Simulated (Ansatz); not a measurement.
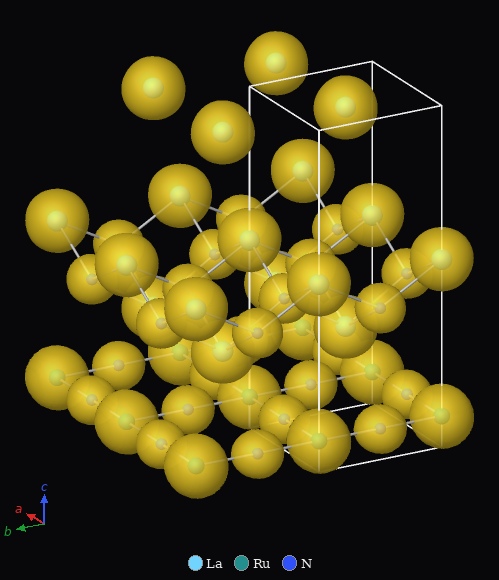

La₃RuN₄. Isosurface of the valence electron density at 1 e/Å³ (yellow), seen at an oblique angle. Sticks mark near contacts.

Space group P4mm; a generated structure, not necessarily the stable one; computed without spin polarisation.

Computed with Ansatz 0.2.0, DFT PBE, scalar-relativistic, plane waves, PAW.

```cif
data_structure
_symmetry_space_group_name_H-M 'P 1'
_symmetry_Int_Tables_number 1
_cell_length_a 4.0665
_cell_length_b 4.0665
_cell_length_c 10.5512
_cell_angle_alpha 90.000
_cell_angle_beta 90.000
_cell_angle_gamma 90.000
_cell_volume 174.48
loop_
_atom_site_label
_atom_site_type_symbol
_atom_site_fract_x
_atom_site_fract_y
_atom_site_fract_z
_atom_site_occupancy
La1 La 0.00000 0.00000 0.54924 1
La2 La 0.50000 0.50000 0.32535 1
La3 La 0.50000 0.50000 0.96709 1
Ru1 Ru 0.00000 0.00000 0.09108 1
N1 N 0.50000 0.00000 0.09037 1
N2 N 0.50000 0.00000 0.44325 1
N3 N 0.00000 0.50000 0.09037 1
N4 N 0.00000 0.50000 0.44325 1
```

Q: How is the density connected at this value?

A: At this value the density breaks into separate islands; it holds about 55 % of the electrons treated as valence (semicore included). It bridges none of the near contacts. It is pinched off along the sampled Ru–N (2.03 Å), La–N (2.32 Å) and La–N (2.38 Å) contacts. On the grid the lowest density along these lines, outside the cores, is 0.78 e/Å³ (Ru–N, 2.03 Å), 0.55 e/Å³ (La–N, 2.32 Å) and 0.49 e/Å³ (La–N, 2.38 Å).
